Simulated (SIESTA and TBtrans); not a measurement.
System: Ga chain with one N atom inserted. Leads: straight Ga chain, spacing 2.55 Å. Geometry: 3 atoms about the centre moved by SIESTA (PBE, DZP) to a largest force of 0.02 eV/Å, all others as built, motion along the axis alone.

Computed with SIESTA and TBtrans, PBE, DZP numerical orbitals (energy shift 0.15 eV), PseudoDojo norm-conserving scalar-relativistic potentials, mesh cutoff 200 Ry, 300 K, spin-polarised (collinear), no spin-orbit coupling; Hamiltonian of a periodic supercell, shifted onto the leads' potential, zero bias.

Energies count from the leads' Fermi level. Transmissions are for each spin. The energy step is 0.01 eV; narrower resonances are cut or missed.

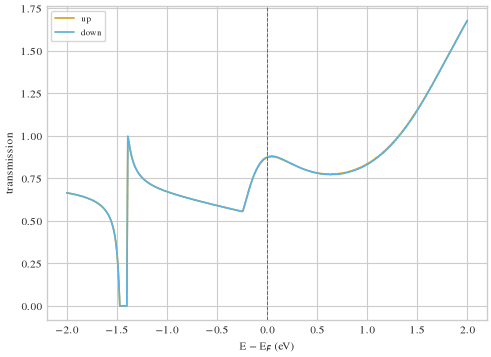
Figure. Transmission against energy

```tsv
E (eV)	T up	T down	lead channels up	down
-2.00	0.67	0.67	1	1
-1.80	0.64	0.64	1	1
-1.60	0.55	0.55	1	1
-1.40	0	0	0	0
-1.20	0.73	0.73	1	1
-1.00	0.67	0.67	1	1
-0.80	0.64	0.64	1	1
-0.60	0.60	0.60	1	1
-0.40	0.58	0.58	1	1
-0.20	0.64	0.64	3	3
0.00	0.87	0.88	3	3
0.20	0.85	0.85	3	3
0.40	0.80	0.80	3	3
0.60	0.78	0.77	3	3
0.80	0.79	0.78	3	3
1.00	0.84	0.83	3	3
1.20	0.93	0.92	3	3
1.40	1.06	1.06	3	3
1.60	1.25	1.25	3	3
1.80	1.46	1.46	3	3
2.00	1.68	1.68	3	3
```

Moments were seeded on the central atoms alone, and one start was tried. The straight chain is held at its spacing; free chains may zigzag or dimerise.
